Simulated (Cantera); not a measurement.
Input: 1 mol HF, a varied amount of O₂, 0.39 mol H₂, held at 2952 °C and 23.0 Pa.

Method: chemical equilibrium by Gibbs-energy minimisation in Cantera with the NASA 1993 tables (ideal gas, pure condensed phases). Candidate condensed phases: H₂O; 22 gas species. Equilibrium is a limit: real reactors are often held back by kinetics, nucleation or transport.

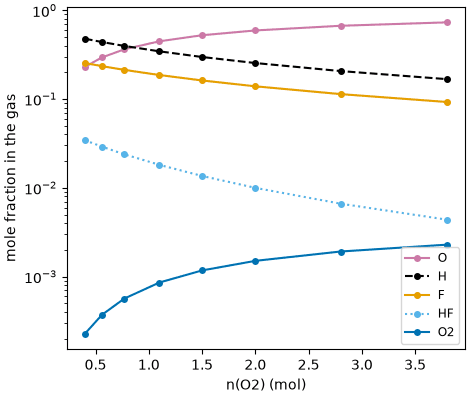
Figure. Equilibrium gas composition (values under 1e-9 drawn at 1e-9)

From 0.4 mol O₂ to 3.8 mol O₂ nothing is condensed.
